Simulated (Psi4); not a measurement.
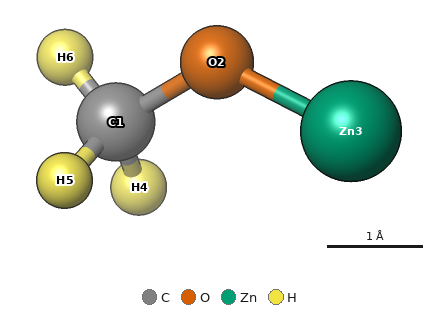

Fig. 1: The input geometry (ball-and-stick view, seen at a tilt; atoms are numbered from 1 in the order of the input). Sticks mark near contacts.

## Geometry relaxation of CH3OZn

System: CH3OZn, multiplicity 2.
Method: r2SCAN/3-21G, UKS (Psi4 1.11).

The run did not end well. The atoms were displaced at random from an optimised geometry.

## Output
```
gradient() will perform analytic gradient computation.

   => Loading Basis Set <=

    Name: 3-21G
    Role: ORBITAL
    Keyword: BASIS

         ---------------------------------------------------------
                                   SCF
                              UKS Reference
                        1 Threads,   1525 MiB Core
         ---------------------------------------------------------

  ==> Geometry <==

    Molecular point group: c1
    Full point group: C1

    Geometry (in Angstrom), charge = 0, multiplicity = 2:

       Center              X                  Y                   Z               Mass
    ------------   -----------------  -----------------  -----------------  -----------------
         C            1.848582632924    -0.665607390350     1.256468285207    12.000000000000
         O            0.640500392930    -0.108287249932     0.671027881357    15.994914619570
         ZN          -0.610701747380     0.190442650065    -0.471912218794    63.929142010000
         H            1.825861618220    -1.773120852061     1.358748115786     1.007825032230
         H            2.764222601307    -0.423286096087     0.679373192403     1.007825032230
         H            1.972461687469    -0.240029080890     2.286329881278     1.007825032230

  Running in c1 symmetry.

  Rotational constants: A =      4.06340  B =      0.11785  C =      0.11706 [cm^-1]
  Rotational constants: A = 121817.77693  B =   3532.96542  C =   3509.42087 [MHz]
  Nuclear repulsion =  150.084687030250507

  Charge       = 0
  Multiplicity = 2
  Electrons    = 47
  Nalpha       = 24
  Nbeta        = 23

  ==> Algorithm <==

  SCF Algorithm Type is DF.
  DIIS enabled.
  MOM disabled.
  Fractional occupation disabled.
  Guess Type is SAD.
  Energy threshold   = 1.00e-08
  Density threshold  = 1.00e-08
  Integral threshold = 1.00e-12

  ==> Primary Basis <==

  Basis Set: 3-21G
    Blend: 3-21G
    Number of shells: 27
    Number of basis functions: 53
    Number of Cartesian functions: 53
    Spherical Harmonics?: false
    Max angular momentum: 2

  ==> DFT Potential <==

   => LibXC <=

    Version 7.1.2

   => Composite Functional: R2SCAN <=

    r2SCAN Meta-GGA XC Functional  (0.1021/acs.jpclett.0c02405)

    Deriv               =              1
    GGA                 =           TRUE
    Meta                =           TRUE

    Exchange Hybrid     =          FALSE
    MP2 Hybrid          =          FALSE

   => Exchange Functionals <=

    1.0000   XC_MGGA_X_R2SCAN

   => Correlation Functionals <=

    1.0000   XC_MGGA_C_R2SCAN

   => LibXC Density Thresholds  <==

    XC_MGGA_C_R2SCAN:  1.00E-15
    XC_MGGA_X_R2SCAN:  1.00E-11

   => Molecular Quadrature <=

    Radial Scheme          =       TREUTLER
    Pruning Scheme         =           NONE
    Nuclear Scheme         =       TREUTLER

    Blocking Scheme        =         OCTREE
    BS radius alpha        =              1
    Pruning alpha          =              1
    Radial Points          =             75
    Spherical Points       =            302
    Total Points           =         130716
    Total Blocks           =           1032
    Max Points             =            256
    Max Functions          =             51
    Weights Tolerance      =       1.00E-15

   => Loading Basis Set <=

    Name: (3-21G AUX)
    Role: JKFIT
    Keyword: DF_BASIS_SCF

  ==> Integral Setup <==

  DFHelper Memory: AOs need 0.017 GiB; user supplied 0.799 GiB.
  SCF_SUBTYPE=INCORE selected. In-core MEM_DF algorithm will be used.
  Using in-core AOs.

  ==> MemDFJK: Density-Fitted J/K Matrices <==

    J tasked:                   Yes
    K tasked:                    No
    wK tasked:                   No
    Memory [MiB]:               817
    Algorithm:                 Core
    Schwarz Cutoff:           1E-12
    Mask sparsity (%):       4.4856
    Fitting Condition:        1E-10

   => Auxiliary Basis Set <=

  Basis Set: (3-21G AUX)
    Blend: DEF2-UNIVERSAL-JKFIT
    Number of shells: 126
    Number of basis functions: 619
    Number of Cartesian functions: 619
    Spherical Harmonics?: false
    Max angular momentum: 6

  Cached 100.0% of DFT collocation blocks in 0.319 [GiB].

  Minimum eigenvalue in the overlap matrix is 6.0461746297E-03.
  Reciprocal condition number of the overlap matrix is 1.4819659559E-03.
    Using symmetric orthogonalization.

  ==> Pre-Iterations <==

  SCF Guess: Superposition of Atomic Densities via on-the-fly atomic UHF (no occupation information).

   -------------------------
    Irrep   Nso     Nmo
   -------------------------
     A         53      53
   -------------------------
    Total      53      53
   -------------------------

  ==> Iterations <==

                           Total Energy        Delta E     RMS |[F,P]|

   @DF-UKS iter SAD: -1881.78264060395986   -1.88178e+03   0.00000e+00
```

## Trajectory as extended XYZ (Å, eV, eV/Å), 22 frames, from step=0 to step=21
```
6
Properties=species:S:1:pos:R:3:forces:R:3 step=0 energy=-51293.15916
C     0.4338   -0.1047    0.3068   -1.2567  -2.2100  -4.1446
O    -0.7246    0.6041    0.0216   -3.2619   0.8212  -2.2896
Zn   -1.7617    0.5297   -1.4303    1.1682   0.1188   1.7111
H     0.3661   -1.1793    0.2794   -0.7046  -1.2609  -0.0480
H     1.1910    0.0716   -0.3925    1.9049   0.8769  -1.0850
H     0.6881    0.0919    1.2197    2.1083   1.6581   5.8056
6
Properties=species:S:1:pos:R:3:forces:R:3 step=1 energy=-51292.98185
C     0.3909   -0.1723    0.1680    0.7985   3.2840   4.6578
O    -0.8301    0.6313   -0.0591    3.2061  -1.0136   2.8916
Zn   -1.7287    0.5349   -1.3859   -2.5433  -0.1061  -3.4580
H     0.3405   -1.2173    0.2687   -0.9225  -1.7906  -0.3666
H     1.2470    0.1005   -0.4355    0.1563   0.3420  -0.5301
H     0.7505    0.1453    1.3921   -0.7581  -0.7149  -3.2790
6
Properties=species:S:1:pos:R:3:forces:R:3 step=2 energy=-51293.69985
C     0.4158   -0.1331    0.2484    0.1211   0.6638   2.0675
O    -0.7690    0.6156   -0.0123   -0.7500  -0.0942  -0.6498
Zn   -1.7478    0.5319   -1.4116   -0.0540   0.0767   0.0760
H     0.3553   -1.1953    0.2749   -0.8137  -1.5039  -0.2527
H     1.2145    0.0838   -0.4106    1.2142   0.6800  -0.9089
H     0.7143    0.1144    1.2922    0.2084   0.1800  -0.4218
6
Properties=species:S:1:pos:R:3:forces:R:3 step=3 energy=-51291.98306
C     0.4228   -0.1084    0.3730   -0.2825  -2.5705  -7.2329
O    -0.8748    0.6070   -0.1297    6.7060  -0.9005   7.7518
Zn   -1.7249    0.5306   -1.4031   -4.5408  -0.2570  -6.5361
H     0.2781   -1.3708    0.2271    0.3196   3.4441   0.7506
H     1.3722    0.1521   -0.5370   -2.5795  -0.6233   2.8143
H     0.7758    0.1442    1.3075    0.2739   0.9159   2.3277
6
Properties=species:S:1:pos:R:3:forces:R:3 step=4 energy=-51293.79667
C     0.4170   -0.1287    0.2707    0.5743  -0.0470   0.0966
O    -0.7879    0.6140   -0.0333    0.4803  -0.3600   0.4658
Zn   -1.7437    0.5317   -1.4101   -0.6006   0.0360  -0.7007
H     0.3415   -1.2266    0.2663   -0.5764  -0.1549  -0.1370
H     1.2427    0.0960   -0.4332   -0.0760   0.2566   0.2337
H     0.7253    0.1197    1.2949    0.1153   0.2715  -0.0609
6
Properties=species:S:1:pos:R:3:forces:R:3 step=5 energy=-51293.69531
C     0.4918   -0.1362    0.3143   -0.8122  -0.7103   0.1946
O    -0.7487    0.5858    0.0185   -0.8986  -0.0788  -1.5430
Zn   -1.7684    0.5395   -1.4329    1.0941   0.0539   1.5544
H     0.2951   -1.2700    0.2811    0.5780   1.2883   0.1338
H     1.2923    0.1392   -0.3994   -0.0194  -0.2122   0.2831
H     0.7800    0.1623    1.3545    0.0133  -0.3293  -0.6682
6
Properties=species:S:1:pos:R:3:forces:R:3 step=6 energy=-51293.82456
C     0.4398   -0.1310    0.2840    0.1504  -0.2722   0.1307
O    -0.7759    0.6054   -0.0175   -0.0209  -0.2913  -0.2733
Zn   -1.7512    0.5341   -1.4170   -0.0014   0.0583   0.1081
H     0.3274   -1.2399    0.2708   -0.2331   0.3218  -0.0550
H     1.2578    0.1091   -0.4229   -0.0562   0.1073   0.2483
H     0.7420    0.1327    1.3131    0.0818   0.0821  -0.2533
6
Properties=species:S:1:pos:R:3:forces:R:3 step=7 energy=-51293.80143
C     0.4732   -0.1602    0.3022   -0.7748   1.4834  -0.5392
O    -0.7747    0.5715   -0.0427    0.6369  -0.3167   0.3295
Zn   -1.7577    0.5468   -1.4143   -0.2228   0.0390  -0.2336
H     0.2863   -1.2169    0.2630    0.1555  -0.8436   0.0946
H     1.2684    0.1386   -0.3954    0.1251  -0.2440   0.0161
H     0.7673    0.1595    1.3035   -0.0112  -0.1126   0.2190
6
Properties=species:S:1:pos:R:3:forces:R:3 step=8 energy=-51293.83691
C     0.4521   -0.1417    0.2907   -0.2321   0.3545  -0.1270
O    -0.7755    0.5930   -0.0267    0.2324  -0.3085  -0.0492
Zn   -1.7536    0.5387   -1.4160   -0.0812   0.0489  -0.0170
H     0.3123   -1.2314    0.2680   -0.0713  -0.0793   0.0050
H     1.2617    0.1200   -0.4128    0.0173  -0.0210   0.1626
H     0.7513    0.1425    1.3096    0.0506   0.0104  -0.0766
6
Properties=species:S:1:pos:R:3:forces:R:3 step=9 energy=-51293.82310
C     0.4472   -0.1278    0.2867    0.4041  -0.7514   0.3347
O    -0.7549    0.5411   -0.0520   -0.5905   0.5437  -0.1004
Zn   -1.7581    0.5486   -1.4093   -0.2511   0.0753  -0.2151
H     0.2853   -1.2293    0.2650    0.3835   0.2660   0.1075
H     1.2758    0.1328   -0.3818    0.1806  -0.0783  -0.2220
H     0.7762    0.1571    1.3020   -0.2282  -0.0480  -0.0300
6
Properties=species:S:1:pos:R:3:forces:R:3 step=10 energy=-51293.84470
C     0.4502   -0.1364    0.2892   -0.0217  -0.0515   0.0396
O    -0.7677    0.5734   -0.0363   -0.0404  -0.0028  -0.0464
Zn   -1.7553    0.5425   -1.4135   -0.1506   0.0567  -0.1011
H     0.3021   -1.2306    0.2669    0.0950   0.0606   0.0413
H     1.2670    0.1248   -0.4011    0.0788  -0.0432   0.0164
H     0.7607    0.1480    1.3067   -0.0518  -0.0143  -0.0611
6
Properties=species:S:1:pos:R:3:forces:R:3 step=11 energy=-51293.84505
C     0.4559   -0.1416    0.2958    0.3146   0.1851  -0.1043
O    -0.7586    0.5616   -0.0389   -0.1924   0.0275  -0.2098
Zn   -1.7594    0.5465   -1.4145   -0.0044   0.0499   0.0808
H     0.3176   -1.2294    0.2774    0.0378  -0.1781   0.0295
H     1.2889    0.1196   -0.3883   -0.1321  -0.0875   0.0983
H     0.7716    0.1466    1.3102   -0.1153   0.0090  -0.0059
6
Properties=species:S:1:pos:R:3:forces:R:3 step=12 energy=-51293.84576
C     0.4526   -0.1386    0.2919    0.1168   0.0445  -0.0204
O    -0.7640    0.5686   -0.0374   -0.1024   0.0091  -0.1137
Zn   -1.7570    0.5441   -1.4139   -0.0911   0.0545  -0.0265
H     0.3084   -1.2301    0.2712    0.0714  -0.0359   0.0364
H     1.2760    0.1227   -0.3959   -0.0081  -0.0617   0.0511
H     0.7651    0.1474    1.3081   -0.0778  -0.0049  -0.0384
6
Properties=species:S:1:pos:R:3:forces:R:3 step=13 energy=-51293.84548
C     0.4550   -0.1408    0.2948    0.2643   0.1490  -0.0832
O    -0.7600    0.5634   -0.0385   -0.1694   0.0227  -0.1854
Zn   -1.7588    0.5459   -1.4144   -0.0267   0.0512   0.0535
H     0.3153   -1.2295    0.2758    0.0464  -0.1414   0.0312
H     1.2856    0.1204   -0.3902   -0.1006  -0.0810   0.0866
H     0.7699    0.1468    1.3097   -0.1058   0.0054  -0.0142
6
Properties=species:S:1:pos:R:3:forces:R:3 step=14 energy=-51293.84582
C     0.4531   -0.1391    0.2926    0.1526   0.0697  -0.0357
O    -0.7630    0.5673   -0.0376   -0.1186   0.0123  -0.1311
Zn   -1.7574    0.5445   -1.4140   -0.0756   0.0537  -0.0071
H     0.3101   -1.2300    0.2723    0.0654  -0.0613   0.0351
H     1.2783    0.1221   -0.3945   -0.0305  -0.0664   0.0598
H     0.7663    0.1473    1.3085   -0.0846  -0.0024  -0.0325
6
Properties=species:S:1:pos:R:3:forces:R:3 step=15 energy=-51293.83232
C     0.5044   -0.1489    0.3099   -0.5671  -0.3349   0.0183
O    -0.7403    0.5180   -0.0622    0.3730  -0.1074  -0.1451
Zn   -1.7755    0.5596   -1.4130    0.1590   0.0054   0.2096
H     0.3764   -1.2443    0.3178    0.0255  -0.0011  -0.0497
H     1.3530    0.0881   -0.3333    0.1089   0.1936  -0.4199
H     0.7995    0.1369    1.3222   -0.1981   0.2527   0.2676
6
Properties=species:S:1:pos:R:3:forces:R:3 step=16 energy=-51293.84776
C     0.4656   -0.1415    0.2968   -0.0221  -0.0265  -0.0168
O    -0.7575    0.5554   -0.0436    0.0078  -0.0212  -0.1330
Zn   -1.7618    0.5482   -1.4138   -0.0261   0.0439   0.0389
H     0.3262   -1.2334    0.2833    0.0570  -0.0486   0.0147
H     1.2964    0.1138   -0.3796    0.0010  -0.0010  -0.0584
H     0.7744    0.1447    1.3118   -0.1113   0.0594   0.0401
6
Properties=species:S:1:pos:R:3:forces:R:3 step=17 energy=-51293.85204
C     0.4947   -0.1562    0.3086   -0.0375   0.0055  -0.0791
O    -0.7291    0.5163   -0.0715   -0.0167  -0.0245  -0.2056
Zn   -1.7759    0.5612   -1.4101    0.1157   0.0106   0.1686
H     0.3740   -1.2486    0.3124    0.0096  -0.1094  -0.0043
H     1.3421    0.0941   -0.3507   -0.0485   0.0283  -0.0762
H     0.7794    0.1476    1.3247   -0.1265   0.0988   0.0739
6
Properties=species:S:1:pos:R:3:forces:R:3 step=18 energy=-51293.77084
C     0.6020   -0.2103    0.3518   -0.1751   0.1567  -0.3249
O    -0.6246    0.3724   -0.1741   -0.3458   0.0377  -0.6480
Zn   -1.8279    0.6093   -1.3967    1.2010  -0.2958   1.0800
H     0.5498   -1.3044    0.4194   -0.1871  -0.1897  -0.0487
H     1.5099    0.0213   -0.2442   -0.3393   0.1485  -0.0851
H     0.7981    0.1580    1.3722   -0.2346   0.1605  -0.0490
6
Properties=species:S:1:pos:R:3:forces:R:3 step=19 energy=-51293.85161
C     0.5058   -0.1617    0.3130   -0.0466   0.0189  -0.1043
O    -0.7184    0.5015   -0.0820   -0.0346  -0.0242  -0.2416
Zn   -1.7813    0.5662   -1.4087    0.1881  -0.0063   0.2352
H     0.3920   -1.2543    0.3234   -0.0087  -0.1283  -0.0103
H     1.3593    0.0866   -0.3397   -0.0704   0.0396  -0.0809
H     0.7813    0.1486    1.3296   -0.1345   0.1117   0.0790
6
Properties=species:S:1:pos:R:3:forces:R:3 step=20 energy=-51293.85206
C     0.4970   -0.1573    0.3095   -0.0392   0.0082  -0.0842
O    -0.7269    0.5133   -0.0736   -0.0199  -0.0246  -0.2126
Zn   -1.7770    0.5622   -1.4098    0.1295   0.0074   0.1813
H     0.3776   -1.2498    0.3146    0.0059  -0.1134  -0.0056
H     1.3456    0.0926   -0.3485   -0.0528   0.0306  -0.0773
H     0.7798    0.1478    1.3257   -0.1280   0.1015   0.0753
6
Properties=species:S:1:pos:R:3:forces:R:3 step=21 energy=-51293.85363
C     0.5330   -0.1791    0.3207   -0.0798   0.0478  -0.0346
O    -0.6863    0.4581   -0.1220   -0.0524  -0.0413  -0.2299
Zn   -1.7957    0.5807   -1.4013    0.2573  -0.0464   0.2564
H     0.4421   -1.2760    0.3545   -0.0526  -0.0454  -0.0285
H     1.4013    0.0686   -0.3134   -0.0833   0.0453  -0.0660
H     0.7689    0.1615    1.3410   -0.1036   0.0592  -0.0163
```

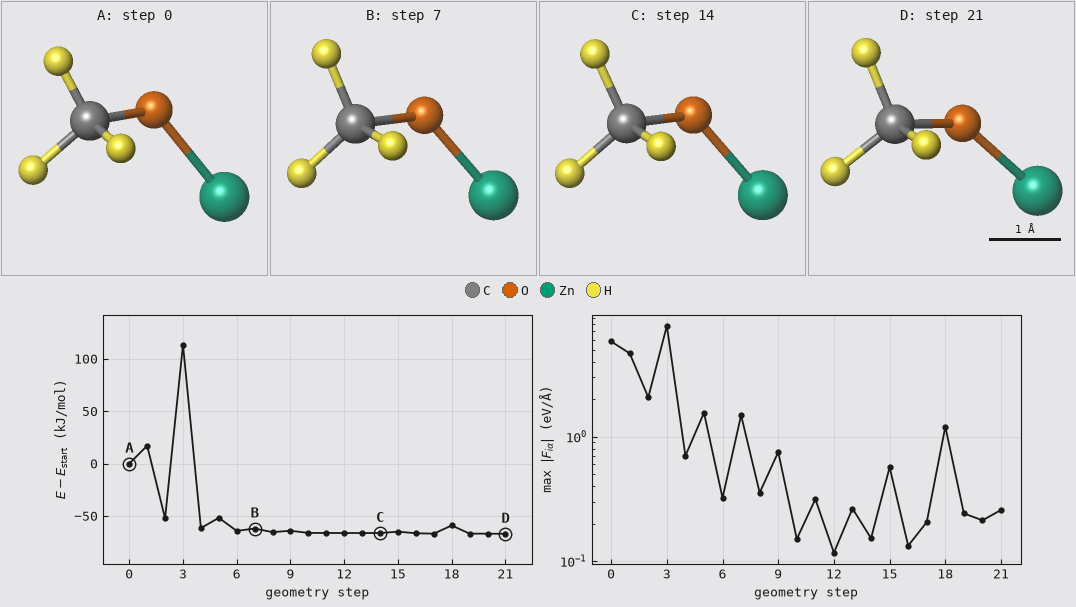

Fig. 2: Frames of the relaxation (ball-and-stick view, seen at a tilt) above the curves, on which the letters mark them (steps are counted from 0).

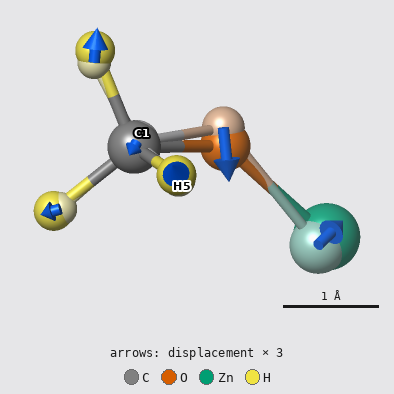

Fig. 3: Start (faint) and end (solid) with the displacements as blue arrows, magnified 3 times (ball-and-stick view, seen at a tilt). The two geometries are laid on each other by the best rigid fit. The run was cut off at its time limit before the relaxation converged, so the last structure is only a point on the way. The atom that moves furthest after the best rigid fit is O2 (0.19 Å). Largest moves by element: O 0.19 Å, Zn 0.17 Å, H 0.13 Å, C 0.06 Å. Among the contacts that change: C1–H6 0.968 → 1.101 Å, O2–Zn3 1.786 → 1.698 Å, C1–H5 1.046 → 1.103 Å, C1–O2 1.388 → 1.445 Å. Among the angles that change: C1–O2–Zn3 129.1° → 144.5°, H5–C1–H6 114.0° → 107.1°, H4–C1–H5 101.3° → 107.8°. After 21 geometry steps the energy has fallen by 67.0 kJ/mol. Largest force component: 5.8 eV/Å at the start, 0.26 eV/Å at the end. (Atoms are counted from 1 in the order of the input.)

The run was set up as follows.

## Input file (run.py)
```python
import numpy as np
from ase.calculators.psi4 import Psi4
from ase import Atoms
from ase.optimize import BFGSLineSearch

a = Atoms(['C', 'O', 'Zn', 'H', 'H', 'H'], positions=[
    [0.433774, -0.104683, 0.306790],
    [-0.724569, 0.604131, 0.021647],
    [-1.761664, 0.529737, -1.430263],
    [0.366103, -1.179326, 0.279360],
    [1.190955, 0.071611, -0.392475],
    [0.688075, 0.091936, 1.219674],
])
calc = Psi4(atoms=a, method='r2scan', basis='3-21G', memory='1600MB', num_threads=1, charge=0, multiplicity=2, label='psi4-calc', reference='uks')
a.calc = calc

opt = BFGSLineSearch(a)
done = opt.run(fmax=0.01, steps=60)
print('converged:', done)
for s, p in zip(a.symbols, a.positions):
    print(f'{s:2s} {p[0]:12.6f} {p[1]:12.6f} {p[2]:12.6f}')
```

Launch command:
```bash
python run.py
```

## What the run reported

| quantity | value |
| --- | --- |
| outcome | stopped at the time limit |
| basis functions | 53 |
| hardware | 1 thread of Intel Xeon @ 2.50GHz (Skylake/Cascade Lake), 16 GiB of memory available, shared host |
| wall time | 9.5 min |
| peak memory | 1.4 GiB |

## Diagnosis

The run was cut off by its time limit, so the output is incomplete.
